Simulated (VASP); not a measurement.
# A VASP study of MgS (Niningerite) (PBEsol): structure first, properties next, part 3 of 4

Wanted: the relaxed cell of MgS (Niningerite) and its properties. The start is a cell from a database of measured crystal structures.

VASP 6.6.1; PBEsol; plane waves and PAW (Mg, S).

So far, gap on the k-mesh (eV): step 2 (relaxing cell and atoms (PBEsol)) 2.95; step 3 (second relaxation) 2.73; step 6 (total and projected DOS (PBEsol)) 2.82. The relaxed cell has a = 5.178 Å (conventional setting).

**7. Dielectric tensor and Born charges (PBEsol)**

The response to a static field gives the electronic dielectric tensor and the Born charges. It needs tightly converged orbitals, hence the small EDIFF.

INCAR reads:

```
SYSTEM = MgS
PREC = Accurate
ENCUT = 400
EDIFF = 1E-08
NELM = 100
ISMEAR = 0
SIGMA = 0.01
LREAL = .FALSE.
ALGO = Normal
GGA = PS
NBANDS = 10
LORBIT = 11
LWAVE = .FALSE.
LCHARG = .FALSE.
KPAR = 2
LEPSILON = .TRUE.
```

POSCAR reads:

```
MgS
1.0
    0.0000000000      2.5891624412      2.5891624412
    2.5891624412      0.0000000000      2.5891624412
    2.5891624412      2.5891624412      0.0000000000
Mg S
1 1
Direct
    0.0000000000      0.0000000000      0.0000000000
    0.5000000000      0.5000000000      0.5000000000
```

KPOINTS reads:

```
Automatic mesh
0
Gamma
11 11 11
0 0 0
```

PAW data sets: Mg and S (PBE family, release 64).

The run is started by

```
$ mpirun -np 2 vasp_std
```

Output:

```text
[... set-up lines as in an earlier step ...]
 entering main loop
       N       E                     dE             d eps       ncg     rms          rms(c)
DAV:   1     0.156165675705E+02    0.15617E+02   -0.31993E+03  1200   0.525E+02
DAV:   2    -0.847857934780E+01   -0.24095E+02   -0.22539E+02  1478   0.922E+01
DAV:   3    -0.943496252886E+01   -0.95638E+00   -0.95541E+00  1356   0.198E+01
DAV:   4    -0.944023070768E+01   -0.52682E-02   -0.52679E-02  1334   0.178E+00
DAV:   5    -0.944026889639E+01   -0.38189E-04   -0.38189E-04  1354   0.141E-01    0.416E+00
DAV:   6    -0.911815696974E+01    0.32211E+00   -0.70887E-01  1200   0.353E+00    0.315E+00
DAV:   7    -0.907752233791E+01    0.40635E-01   -0.18773E-01  1278   0.196E+00    0.194E+00
DAV:   8    -0.907498514861E+01    0.25372E-02   -0.98103E-03  1238   0.616E-01    0.723E-01
DAV:   9    -0.907480010978E+01    0.18504E-03   -0.46427E-04  1236   0.131E-01    0.298E-01
DAV:  10    -0.907479564580E+01    0.44640E-05   -0.12338E-04  1278   0.531E-02    0.113E-02
DAV:  11    -0.907479678232E+01   -0.11365E-05   -0.15488E-06  1352   0.827E-03    0.156E-02
DAV:  12    -0.907479681051E+01   -0.28185E-07   -0.20686E-07  1334   0.262E-03    0.373E-03
DAV:  13    -0.907479675297E+01    0.57536E-07   -0.46163E-08  1196   0.970E-04    0.161E-04
DAV:  14    -0.907479673717E+01    0.15795E-07   -0.54265E-10   650   0.181E-04    0.303E-05
DAV:  15    -0.907479673564E+01    0.15389E-08   -0.50587E-11   612   0.529E-05
   1 F= -.90747967E+01 E0= -.90747967E+01  d E =-.102127E-57
 Linear response reoptimize wavefunctions to high precision
DAV:   1    -0.907479673547E+01    0.16416E-09   -0.25066E-12   648   0.157E-05
DAV:   2    -0.907479673548E+01   -0.12847E-10   -0.17815E-13   612   0.616E-06
 Linear response G [H, r] |phi>, progress :
  Direction:   1
       N       E                     dE             d eps       ncg     rms
RMM:   1    -0.390893129900E+02   -0.39089E+02   -0.29413E+01  2757   0.451E+01
RMM:   2    -0.316202366531E+02    0.74691E+01   -0.25596E+00  1867   0.101E+01
RMM:   3    -0.316395220058E+02   -0.19285E-01   -0.39082E-02  1884   0.135E+00
RMM:   4    -0.316398628416E+02   -0.34084E-03   -0.49487E-04  1970   0.170E-01
RMM:   5    -0.316398763104E+02   -0.13469E-04   -0.11288E-05  1978   0.263E-02
RMM:   6    -0.316398766531E+02   -0.34278E-06    0.51308E-06  2018   0.443E-03
RMM:   7    -0.316398767084E+02   -0.55273E-07    0.44339E-06  1984   0.828E-04
RMM:   8    -0.316398769776E+02   -0.26922E-06   -0.14090E-06  1796   0.192E-04
RMM:   9    -0.316398774986E+02   -0.52101E-06   -0.34493E-06  1531   0.842E-05
RMM:  10    -0.316398768976E+02    0.60102E-06    0.71506E-06  1301   0.669E-05
RMM:  11    -0.316398767545E+02    0.14309E-06    0.75072E-06  1063   0.661E-05
RMM:  12    -0.316398767627E+02   -0.81795E-08    0.99978E-06   947   0.661E-05
RMM:  13    -0.316398767628E+02   -0.12854E-09    0.10754E-05   846   0.664E-05
 Linear response G [H, r] |phi>, progress :
  Direction:   2
       N       E                     dE             d eps       ncg     rms
RMM:   1    -0.365975409760E+02   -0.36598E+02   -0.27305E+01  2747   0.440E+01
RMM:   2    -0.319470906075E+02    0.46505E+01   -0.19295E+00  1837   0.924E+00
RMM:   3    -0.319738610929E+02   -0.26770E-01   -0.33139E-02  1887   0.126E+00
RMM:   4    -0.319742947524E+02   -0.43366E-03   -0.50074E-04  1975   0.167E-01
RMM:   5    -0.319743093449E+02   -0.14593E-04   -0.21966E-05  1966   0.264E-02
RMM:   6    -0.319743097765E+02   -0.43162E-06   -0.49273E-06  2025   0.459E-03
RMM:   7    -0.319743098209E+02   -0.44368E-07   -0.47442E-06  1973   0.872E-04
RMM:   8    -0.319743099548E+02   -0.13387E-06   -0.66049E-06  1800   0.201E-04
RMM:   9    -0.319743105500E+02   -0.59527E-06   -0.91459E-06  1533   0.839E-05
RMM:  10    -0.319743101014E+02    0.44858E-06   -0.50520E-06  1253   0.640E-05
RMM:  11    -0.319743097945E+02    0.30695E-06   -0.38106E-06  1081   0.632E-05
RMM:  12    -0.319743098081E+02   -0.13639E-07   -0.34186E-06   958   0.634E-05
RMM:  13    -0.319743098098E+02   -0.16765E-08   -0.52608E-06   830   0.635E-05
 Linear response G [H, r] |phi>, progress :
  Direction:   3
       N       E                     dE             d eps       ncg     rms
RMM:   1    -0.267295466143E+02   -0.26730E+02    0.84207E+01  2585   0.437E+01
RMM:   2    -0.230019437583E+02    0.37276E+01   -0.23916E+00  1836   0.889E+00
RMM:   3    -0.229974306907E+02    0.45131E-02   -0.46054E-02  1855   0.128E+00
RMM:   4    -0.229972392863E+02    0.19140E-03   -0.58158E-04  1918   0.164E-01
RMM:   5    -0.229972503623E+02   -0.11076E-04   -0.18151E-05  1930   0.258E-02
RMM:   6    -0.229972507188E+02   -0.35650E-06   -0.66627E-07  1961   0.427E-03
RMM:   7    -0.229972507314E+02   -0.12571E-07   -0.59414E-07  1906   0.773E-04
RMM:   8    -0.229972507238E+02    0.75720E-08   -0.23396E-06  1696   0.168E-04
RMM:   9    -0.229972507651E+02   -0.41261E-07    0.75801E-07  1430   0.670E-05
RMM:  10    -0.229972507656E+02   -0.54667E-09    0.59163E-08  1241   0.539E-05
 Linear response to external field (no local field effect), progress :
  Direction:   1
       N       E                     dE             d eps       ncg     rms          rms(c)
RMM:   1    -0.570303498664E+00   -0.57030E+00   -0.22196E+00  2605   0.302E+00
RMM:   2    -0.579325983982E+00   -0.90225E-02   -0.72183E-03  1848   0.494E-01
RMM:   3    -0.579380184345E+00   -0.54200E-04   -0.91589E-05  1841   0.532E-02
RMM:   4    -0.579380699379E+00   -0.51503E-06   -0.13279E-06  1915   0.662E-03
RMM:   5    -0.579380706842E+00   -0.74631E-08   -0.21947E-08  1815   0.804E-04
 change of polarisation eV/A/(eV/A) component  1 :     1.159     0.522     0.100
 dielectric tensor                  component  1 :     7.040     2.721     0.522
 Linear response to external field (no local field effect), progress :
  Direction:   2
       N       E                     dE             d eps       ncg     rms          rms(c)
RMM:   1    -0.576481872683E+00   -0.57648E+00   -0.22526E+00  2586   0.298E+00
RMM:   2    -0.585214470497E+00   -0.87326E-02   -0.76511E-03  1838   0.493E-01
RMM:   3    -0.585263271445E+00   -0.48801E-04   -0.92181E-05  1860   0.529E-02
RMM:   4    -0.585263787127E+00   -0.51568E-06   -0.13400E-06  1917   0.649E-03
RMM:   5    -0.585263794294E+00   -0.71662E-08   -0.21942E-08  1836   0.795E-04
 change of polarisation eV/A/(eV/A) component  2 :     0.522     1.171    -0.117
 dielectric tensor                  component  2 :     2.721     7.102    -0.607
 Linear response to external field (no local field effect), progress :
  Direction:   3
       N       E                     dE             d eps       ncg     rms          rms(c)
RMM:   1    -0.291754601083E+00   -0.29175E+00   -0.93073E-01  2504   0.235E+00
RMM:   2    -0.294907040064E+00   -0.31524E-02   -0.49223E-03  1813   0.397E-01
RMM:   3    -0.294934347636E+00   -0.27308E-04   -0.91307E-05  1830   0.471E-02
RMM:   4    -0.294934565855E+00   -0.21822E-06   -0.16495E-06  1883   0.618E-03
RMM:   5    -0.294934570001E+00   -0.41468E-08   -0.39264E-08  1735   0.789E-04
 change of polarisation eV/A/(eV/A) component  3 :     0.100    -0.117     0.590
 dielectric tensor                  component  3 :     0.522    -0.607     4.075
 Linear response to external field, progress :
  Direction:   1
       N       E                     dE             d eps       ncg     rms          rms(c)
RMM:   1    -0.479675664203E+00   -0.47968E+00   -0.18026E+00  5744   0.278E+00
RMM:   2    -0.486482458387E+00   -0.68068E-02   -0.65914E-03  4130   0.459E-01    0.143E+00
RMM:   3    -0.444855100310E+00    0.41627E-01   -0.38611E-02  4032   0.906E-01    0.717E-01
RMM:   4    -0.454768528423E+00   -0.99134E-02   -0.16966E-02  4168   0.641E-01    0.220E-01
RMM:   5    -0.467069751089E+00   -0.12301E-01   -0.66073E-04  4107   0.177E-01    0.698E-02
RMM:   6    -0.467001263213E+00    0.68488E-04   -0.57579E-06  4317   0.189E-02    0.571E-02
RMM:   7    -0.467411778834E+00   -0.41052E-03   -0.21754E-05  4155   0.243E-02    0.658E-03
RMM:   8    -0.467521676451E+00   -0.10990E-03   -0.14168E-06  4252   0.700E-03    0.310E-03
RMM:   9    -0.467516085440E+00    0.55910E-05   -0.60465E-08  4480   0.132E-03    0.455E-04
RMM:  10    -0.467529354469E+00   -0.13269E-04   -0.89951E-08  4455   0.302E-04    0.577E-05
RMM:  11    -0.467530024912E+00   -0.67044E-06   -0.19731E-07  3416   0.521E-05    0.223E-05
RMM:  12    -0.467530659360E+00   -0.63445E-06   -0.62057E-09  1972   0.380E-05    0.259E-06
 change of polarisation eV/A/(eV/A) component  1 :     0.859     0.299     0.091
 dielectric tensor                  component  1 :     5.476     1.558     0.472
 Linear response to external field, progress :
  Direction:   2
       N       E                     dE             d eps       ncg     rms          rms(c)
RMM:   1    -0.479425389871E+00   -0.47943E+00   -0.18001E+00  5760   0.279E+00
RMM:   2    -0.486482496998E+00   -0.70571E-02   -0.66008E-03  4128   0.461E-01    0.143E+00
RMM:   3    -0.444852354460E+00    0.41630E-01   -0.38601E-02  4035   0.907E-01    0.717E-01
RMM:   4    -0.454765968215E+00   -0.99136E-02   -0.16942E-02  4173   0.640E-01    0.220E-01
RMM:   5    -0.467075273720E+00   -0.12309E-01   -0.65950E-04  4109   0.177E-01    0.701E-02
RMM:   6    -0.467007704448E+00    0.67569E-04   -0.56752E-06  4317   0.189E-02    0.578E-02
RMM:   7    -0.467407951664E+00   -0.40025E-03   -0.22673E-05  4156   0.247E-02    0.679E-03
RMM:   8    -0.467521112206E+00   -0.11316E-03   -0.15162E-06  4250   0.721E-03    0.323E-03
RMM:   9    -0.467515535322E+00    0.55769E-05   -0.56263E-08  4475   0.137E-03    0.441E-04
RMM:  10    -0.467529217240E+00   -0.13682E-04   -0.39236E-08  4463   0.317E-04    0.632E-05
RMM:  11    -0.467529965750E+00   -0.74851E-06   -0.25925E-07  3586   0.594E-05    0.209E-05
RMM:  12    -0.467530662284E+00   -0.69653E-06   -0.69582E-09  1978   0.378E-05    0.227E-06
 change of polarisation eV/A/(eV/A) component  2 :     0.262     0.859     0.009
 dielectric tensor                  component  2 :     1.368     5.476     0.047
 Linear response to external field, progress :
  Direction:   3
       N       E                     dE             d eps       ncg     rms          rms(c)
RMM:   1    -0.479438918972E+00   -0.47944E+00   -0.18002E+00  5760   0.279E+00
RMM:   2    -0.486482513923E+00   -0.70436E-02   -0.65992E-03  4130   0.461E-01    0.143E+00
RMM:   3    -0.444852684239E+00    0.41630E-01   -0.38601E-02  4035   0.907E-01    0.717E-01
RMM:   4    -0.454766144625E+00   -0.99135E-02   -0.16944E-02  4172   0.640E-01    0.220E-01
RMM:   5    -0.467075103398E+00   -0.12309E-01   -0.65953E-04  4118   0.177E-01    0.701E-02
RMM:   6    -0.467007459030E+00    0.67644E-04   -0.56776E-06  4319   0.189E-02    0.578E-02
RMM:   7    -0.467408103134E+00   -0.40064E-03   -0.22639E-05  4158   0.247E-02    0.679E-03
RMM:   8    -0.467521133601E+00   -0.11303E-03   -0.15094E-06  4249   0.720E-03    0.323E-03
RMM:   9    -0.467515556996E+00    0.55766E-05   -0.36794E-08  4463   0.137E-03    0.441E-04
RMM:  10    -0.467529223830E+00   -0.13667E-04    0.57341E-08  4462   0.316E-04    0.629E-05
RMM:  11    -0.467529970222E+00   -0.74639E-06   -0.17707E-07  3584   0.592E-05    0.209E-05
RMM:  12    -0.467530662781E+00   -0.69256E-06   -0.15670E-08  1938   0.379E-05    0.227E-06
 change of polarisation eV/A/(eV/A) component  3 :     0.056     0.215     0.859
 dielectric tensor                  component  3 :     0.294     1.120     5.476
 Born effective charges drift removed
```

Elapsed: 52 s, on 2 MPI ranks of Intel Xeon Platinum 8375C at 2.90GHz (Ice Lake), shared host; peak memory 0.39 GiB.

From OUTCAR (step 7):

```text
   k-points           NKPTS =     56   k-points in BZ     NKDIM =     56   number of bands    NBANDS=     10

   NELECT =       8.0000    total number of electrons

  Total       -0.0020558     -0.0020558     -0.0020558      0.0000000      0.0000000      0.0000000
  in kB       -0.0948818     -0.0948818     -0.0948818      0.0000000      0.0000000      0.0000000
  external PRESSURE =      -0.0948818 kB  Pullay stress =       0.0000000 kB

 POSITION                                       TOTAL-FORCE (eV/Angst)
 -----------------------------------------------------------------------------------
      0.00000      0.00000      0.00000         0.000000     -0.000000     -0.000000
      2.58916      2.58916      2.58916        -0.000000      0.000000      0.000000
 -----------------------------------------------------------------------------------
    total drift:                               -0.000000     -0.000000      0.000000

 MACROSCOPIC STATIC DIELECTRIC TENSOR (including local field effects in DFT)
 ------------------------------------------------------
           5.476020     0.000000    -0.000000
           0.000000     5.476020    -0.000000
           0.000000     0.000000     5.476020
 ------------------------------------------------------

 PIEZOELECTRIC TENSOR (including local field effects)  for field in x, y, z        (C/m^2)
          XX          YY          ZZ          XY          YZ          ZX
  --------------------------------------------------------------------------------
  x     0.00000     0.00000     0.00000     0.00000     0.00000     0.00000
  y     0.00000     0.00000     0.00000     0.00000     0.00000     0.00000
  z     0.00000     0.00000     0.00000     0.00000     0.00000     0.00000

 BORN EFFECTIVE CHARGES (including local field effects) (in |e|, cummulative output)
 ---------------------------------------------------------------------------------
 ion    1
    1     2.30201     0.00000     0.00000
    2    -0.00000     2.30201     0.00000
    3    -0.00000    -0.00000     2.30201
 ion    2
    1    -2.30201    -0.00000    -0.00000
    2     0.00000    -2.30201    -0.00000
    3     0.00000     0.00000    -2.30201

[... 7 parts as in an earlier step ...]

[... 3 further parts left out ...]
```

Energies printed during the response cycles are not total energies of the cell.

Numbers from this step:

| Item | Value |
| --- | --- |
| bands | 10 |
| Fermi energy | 3.916 eV |
| pressure | -0.009488 GPa |

Electronic dielectric tensor with local fields:

```
5.48 0.00 0.00
0.00 5.48 0.00
0.00 0.00 5.48
```

Born effective charge (e), principal values of the symmetric part by kind of site:

| atom | atoms with these values | low | middle | high | mean |
| --- | --- | --- | --- | --- | --- |
| Mg1 | 1 | 2.30 | 2.30 | 2.30 | 2.30 |
| S2 | 1 | -2.30 | -2.30 | -2.30 | -2.30 |

In full for S2:

```
-2.30  0.00  0.00
 0.00 -2.30  0.00
 0.00  0.00 -2.30
```

The Born charges sum to zero; the printed set may have that rule imposed, so this is no test. The mean Born charge of S, -2.30 e, exceeds its nominal -2, the mark of charge that flows along bonds as atoms move.

**8. Optical spectrum (PBEsol)**

LOPTICS sums transitions from filled to empty bands. NBANDS is raised for it.

INCAR reads:

```
SYSTEM = MgS
PREC = Accurate
ENCUT = 400
EDIFF = 1E-06
NELM = 100
ISMEAR = 0
SIGMA = 0.05
LREAL = .FALSE.
ALGO = Normal
GGA = PS
NBANDS = 20
LORBIT = 11
LWAVE = .FALSE.
LCHARG = .FALSE.
KPAR = 2
LOPTICS = .TRUE.
NEDOS = 1500
CSHIFT = 0.1
```

POSCAR is that of step 7.

KPOINTS is that of step 7.

The run is started by

```
$ mpirun -np 2 vasp_std
```

Output:

```text
[... set-up lines as in an earlier step ...]
 entering main loop
       N       E                     dE             d eps       ncg     rms          rms(c)
DAV:   1     0.158136035894E+02    0.15814E+02   -0.28287E+03  2432   0.262E+02
DAV:   2    -0.864206202724E+01   -0.24456E+02   -0.23542E+02  3004   0.684E+01
DAV:   3    -0.943688678914E+01   -0.79482E+00   -0.79186E+00  2720   0.110E+01
DAV:   4    -0.944024850980E+01   -0.33617E-02   -0.33614E-02  2628   0.793E-01
DAV:   5    -0.944026915674E+01   -0.20647E-04   -0.20647E-04  2672   0.624E-02    0.416E+00
DAV:   6    -0.911787842887E+01    0.32239E+00   -0.46333E-01  2536   0.176E+00    0.317E+00
DAV:   7    -0.907746281553E+01    0.40416E-01   -0.13542E-01  2768   0.107E+00    0.192E+00
DAV:   8    -0.907498269081E+01    0.24801E-02   -0.84987E-03  2440   0.327E-01    0.694E-01
DAV:   9    -0.907481194443E+01    0.17075E-03   -0.29293E-04  2596   0.584E-02    0.356E-01
DAV:  10    -0.907479871994E+01    0.13224E-04   -0.16514E-04  2684   0.368E-02    0.718E-02
DAV:  11    -0.907479701185E+01    0.17081E-05   -0.42614E-06  2568   0.760E-03    0.233E-02
DAV:  12    -0.907479685560E+01    0.15625E-06   -0.40904E-07  1484   0.221E-03
   1 F= -.90747969E+01 E0= -.90747969E+01  d E =-.162831E-10
 optical routines
 imaginary and real dielectric function
 recalculating local potential from charge density
 direction            1
 direction            2
 direction            3
```

Run time: 11 s. Hardware: 2 MPI ranks; peak memory 0.32 GiB; 20 s of CPU time.

Parts of OUTCAR (step 8):

```text
   k-points           NKPTS =     56   k-points in BZ     NKDIM =     56   number of bands    NBANDS=     20

   NELECT =       8.0000    total number of electrons

 E-fermi :   4.0005

 k-point     4 :       0.2727    0.0000    0.0000
  band No.  band energies     occupation
      1      -8.2856      2.00000
      2       0.6084      2.00000
      3       3.4262      2.00000
      4       3.4262      2.00000
      5       8.6407      0.00000
      6      11.4218      0.00000
      7      11.4218      0.00000
      8      12.3968      0.00000
      9      14.3447      0.00000
    ...

  Total       -0.0032087     -0.0032087     -0.0032087      0.0000000      0.0000000     -0.0000000
  in kB       -0.1480904     -0.1480904     -0.1480904      0.0000000      0.0000000     -0.0000000
  external PRESSURE =      -0.1480904 kB  Pullay stress =       0.0000000 kB

  FREE ENERGIE OF THE ION-ELECTRON SYSTEM (eV)
  ---------------------------------------------------
  free  energy   TOTEN  =        -9.0747968556 eV

  energy  without entropy=       -9.0747968556  energy(sigma->0) =       -9.07479686

 plasma frequency squared (from intraband transitions) (eV^2)
  --------------------------------------------------------------------------------------
       0.000       0.000      -0.000
      -0.000       0.000       0.000
       0.000       0.000       0.000

[... 15 parts as in an earlier step ...]

[... 2 further parts left out ...]
```

These are independent-particle spectra without excitons or local fields, and fine structure depends on the mesh and on CSHIFT.

This step gave:

| Item | Value |
| --- | --- |
| bands | 20 |
| Fermi energy | 4.000 eV |
| pressure | -0.01481 GPa |

The imaginary dielectric function, xx by photon energy; read off at these points:

| photon energy (eV) | imaginary dielectric function, xx |
| --- | --- |
| 0.0 | 0 |
| 1.0 | 0.0259 |
| 2.0 | 0.0629 |
| 3.0 | 0.143 |
| 4.0 | 0.581 |
| 5.0 | 7.27 |
| 5.6 | 14.7 |
| 6.0 | 16.3 |
| 7.0 | 8.80 |
| 7.6 | 10.3 |
| 8.0 | 7.65 |
| 8.2 | 8.91 |
| 9.0 | 4.52 |
| 10.0 | 2.71 |
| 11.0 | 1.84 |
| 12.0 | 1.19 |
| 13.0 | 0.746 |
| 14.0 | 0.578 |
| 15.0 | 0.296 |
| 16.0 | 0.320 |
| 17.0 | 0.205 |
| 18.0 | 0.249 |
| 19.0 | 0.197 |
| 20.0 | 0.235 |
| 21.0 | 0.152 |
| 22.0 | 0.135 |
| 23.0 | 0.114 |
| 24.0 | 0.0957 |

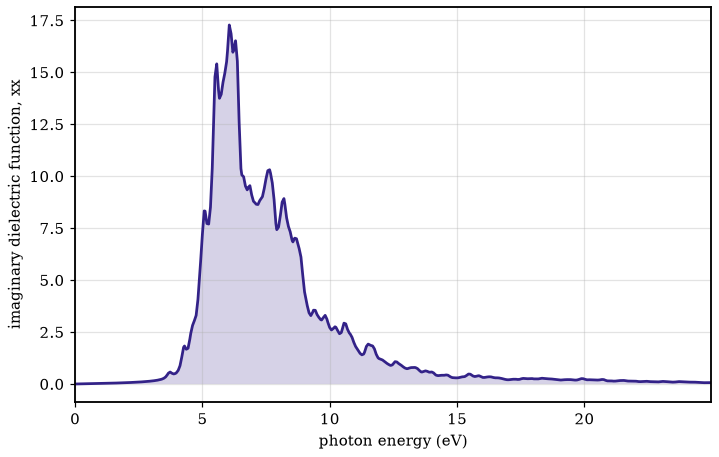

Imaginary dielectric function, xx, plotted against photon energy.

(Part 3 of 4 ends here.)

[Lines on the potential files, build, host, timing and source positions are cut from VASP's logs without a mark.]

[Logs are printed without paths, hosts, clocks, repeated set-up lines and the standing remarks that a program may print on its own settings, such as how far it seeks lower states.]

[Hosts, paths, dates, database ids (printed as entryN), source tags and the programs' standing remarks are cut or masked in the printed files.]

[A measured line is paired with the nearest computed mode of its activity, which favours agreement.]
